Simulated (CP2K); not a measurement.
# C3H4FN (SMILES C=C=C(N)F) at MNDOD

Aim: the energy change on altering one bond length of C3H4FN at MNDOD, from 2 runs. 

The calculation is run with CP2K 2026.2.

1 further run of the same task is left out (set aside as unsound or not needed).

## Step 1: The molecule

C3H4FN: 9 atoms, total charge 0, spin state singlet. SMILES: `C=C=C(N)F`. Geometry: relaxed at GFN2-xTB. This is one conformer, not always the lowest.

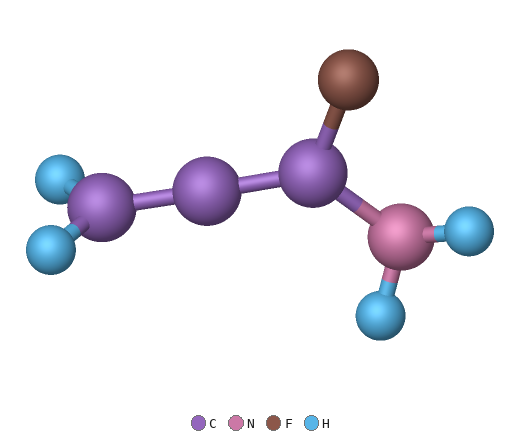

Viewed from a chosen angle; carbon purple, nitrogen pink, fluorine brown, hydrogen blue.

## Step 2: The energy at MNDOD

Input file calc.inp:

```
&GLOBAL
  PROJECT_NAME calc
  RUN_TYPE ENERGY
  PRINT_LEVEL MEDIUM
&END
&FORCE_EVAL
  METHOD Quickstep
  &DFT
    CHARGE 0
    MULTIPLICITY 1
    &QS
      METHOD MNDOD
      EPS_DEFAULT 1.0E-10
      &SE
        &COULOMB
          CUTOFF [angstrom] 50
          RC_RANGE [angstrom] 0
        &END
        &EXCHANGE
          CUTOFF [angstrom] 50
          RC_RANGE [angstrom] 0
        &END
      &END
    &END
    &POISSON
      PERIODIC NONE
      POISSON_SOLVER ANALYTIC
    &END
    &SCF
      SCF_GUESS ATOMIC
      EPS_SCF 1.0E-07
      MAX_SCF 150
      ADDED_MOS 8
      &DIAGONALIZATION
        ALGORITHM STANDARD
      &END
      &MIXING
        METHOD DIRECT_P_MIXING
        ALPHA 0.4
      &END
    &END
    &PRINT
      &MOMENTS
        PERIODIC F
        REFERENCE COM
        MAX_MOMENT 1
      &END
      &MO ON
        ENERGIES T
        OCCUPATION_NUMBERS T
        NDIGITS 6
        &EACH
          QS_SCF 0
        &END
        ADD_LAST NUMERIC
      &END
      &HIRSHFELD OFF
      &END
    &END
  &END
  &SUBSYS
    &CELL
      ABC [angstrom] 10.9 12.2 12
      PERIODIC NONE
    &END
    &COORD
      C      4.757870     7.291400     5.048135
      C      5.189360     6.394760     5.878585
      C      5.638490     5.474310     6.686185
      N      5.000470     4.313280     7.102305
      F      6.900240     5.561640     7.190295
      H      4.262910     8.191160     5.386005
      H      4.870500     7.184890     3.978635
      H      5.290030     4.008840     8.021365
      H      3.999760     4.329440     6.982915
    &END
  &END
&END
```

On the command line:

```
$ OMP_NUM_THREADS=1 cp2k.psmp -i calc.inp > calc.out 2>&1
```

What it wrote:

```text
CP2K| version string:                                       CP2K version 2026.2
[...]
 GLOBAL| Method name                                                        CP2K
[...]
 GLOBAL| Run type                                                         ENERGY
[...]
                             - Atoms:                                          9
[...]
                             - Spherical basis functions:                     24
[...]
 Number of electrons:                                                         28
[...]
     1 P_Mix/Diag. 0.40E+00    0.0     0.84956846       -33.6711022418 -3.37E+01
[...]
    22 DIIS/Diag.  0.55E-07    0.0     0.00000006       -41.3584188289  2.84E-14
  *** SCF run converged in    22 steps ***
  Core-core repulsion energy [eV]:                           2004.24402610139373
  Core Hamiltonian energy [eV]:                             -1828.19125541551443
  Two-electron integral energy [eV]:                        -2602.94516227732674
  Electronic energy [eV]:                                   -3129.66383655417803
  Total energy [eV]:                                        -1125.41981045278408
  Atomic reference energy [eV]:                              1125.36509433429978
  Heat of formation [kcal/mol]:                                -1.26178376745644
[...]
 SE_DIPOLE| Moment [Debye]          2.39605073      -0.24379179      -0.45992020
 SE_DIPOLE| Derivative [a.u.]       0.00000000       0.00000000       0.00000000
 ENERGY| Total FORCE_EVAL ( QS ) energy [hartree]            -41.358418828876509
[...]
```

Wall time 1.2 s (1 thread of Intel Xeon Platinum 8488C (Sapphire Rapids), shared host); peak memory 0.19 GiB.

## Step 3: The distorted shape at the same level

Input file molecule.inp:

```
&FORCE_EVAL
    METHOD QS
    &DFT
        &QS
            METHOD MNDOD
            EPS_DEFAULT 1.0E-10
            &SE
                &COULOMB
                    CUTOFF [angstrom] 50
                    RC_RANGE [angstrom] 0
                &END COULOMB
                &EXCHANGE
                    CUTOFF [angstrom] 50
                    RC_RANGE [angstrom] 0
                &END EXCHANGE
            &END SE
        &END QS
        &POISSON
            PERIODIC NONE
            POISSON_SOLVER ANALYTIC
        &END POISSON
        &SCF
            SCF_GUESS ATOMIC
            EPS_SCF 1.0E-07
            MAX_SCF 150
            ADDED_MOS 8
            &DIAGONALIZATION
                ALGORITHM STANDARD
            &END DIAGONALIZATION
            &MIXING
                METHOD DIRECT_P_MIXING
                ALPHA 0.4
            &END MIXING
        &END SCF
        # extra output
        &PRINT
            &MOMENTS
                PERIODIC F
                REFERENCE COM
                MAX_MOMENT 1
            &END MOMENTS
            &MO ON
                ENERGIES T
                OCCUPATION_NUMBERS T
                NDIGITS 6
                &EACH
                    QS_SCF 0
                &END EACH
                ADD_LAST NUMERIC
            &END MO
            &HIRSHFELD OFF
            &END HIRSHFELD
        &END PRINT
    &END DFT
    &SUBSYS
        # vacuum box
        &CELL
            ABC 10.9 12.2 12.4
            PERIODIC NONE
        &END CELL
        &COORD
            C      4.757870     7.291400     5.435292
            C      5.189360     6.394760     6.265742
            C      5.638490     5.474310     7.073342
            N      5.000470     4.313280     7.489462
            F      6.900240     5.561640     7.577452
            H      4.262910     8.191160     5.773162
            H      4.909919     7.147613     3.991479
            H      5.290030     4.008840     8.408522
            H      3.999760     4.329440     7.370072
        &END COORD
    &END SUBSYS
&END FORCE_EVAL

&GLOBAL
    PROJECT_NAME molecule
    RUN_TYPE ENERGY
    PRINT_LEVEL MEDIUM
&END GLOBAL
```

On the command line:

```
$ OMP_NUM_THREADS=1 cp2k.psmp -i molecule.inp -o molecule.out
```

What it wrote:

```text
CP2K| version string:                                       CP2K version 2026.2
[...]
 GLOBAL| Method name                                                        CP2K
[...]
 GLOBAL| Run type                                                         ENERGY
[...]
                             - Atoms:                                          9
[...]
                             - Spherical basis functions:                     24
[...]
 Number of electrons:                                                         28
[...]
     1 P_Mix/Diag. 0.40E+00    0.0     0.84888252       -33.7954727640 -3.38E+01
[...]
    22 DIIS/Diag.  0.53E-07    0.0     0.00000005       -41.2994410972 -1.42E-14
  *** SCF run converged in    22 steps ***
  Core-core repulsion energy [eV]:                           1988.15049679967956
  Core Hamiltonian energy [eV]:                             -1824.57580202091549
  Two-electron integral energy [eV]:                        -2574.77927907344429
  Electronic energy [eV]:                                   -3111.96544155763786
  Total energy [eV]:                                        -1123.81494475795830
  Atomic reference energy [eV]:                              1125.36509433429978
  Heat of formation [kcal/mol]:                                35.74730128407409
[...]
 SE_DIPOLE| Moment [Debye]          2.41559766      -0.23238547      -0.59770992
 SE_DIPOLE| Derivative [a.u.]       0.00000000       0.00000000       0.00000000
 ENERGY| Total FORCE_EVAL ( QS ) energy [hartree]            -41.299441097229860
[...]
```

Wall time 1.1 s (1 thread of Intel Xeon Platinum 8488C (Sapphire Rapids), shared host); peak memory 0.19 GiB.

## Step 4: Results

At MNDOD:

| quantity | value |
| --- | --- |
| first shape: total energy | -41.35842 Eh |
| first shape: dipole moment | 2.45 D |
| first shape: HOMO energy | -9.22 eV |
| first shape: LUMO energy | 0.74 eV |
| first shape: HOMO–LUMO gap | 9.96 eV |
| first shape: heat of formation | -1.3 kcal/mol |
| distorted shape: total energy | -41.29944 Eh |
| distorted shape: dipole moment | 2.50 D |
| distorted shape: HOMO energy | -9.11 eV |
| distorted shape: LUMO energy | 0.47 eV |
| distorted shape: HOMO–LUMO gap | 9.58 eV |
| distorted shape: heat of formation | 35.7 kcal/mol |
| energy change with the C1–H7 bond stretched from 1.081 to 1.459 Å | 1.605 eV |

What this shows: With the C1–H7 bond stretched from 1.081 to 1.459 Å the energy rises by 1.60 eV (37 kcal/mol). The first shape isn't relaxed at this level, so the change isn't measured from a minimum.
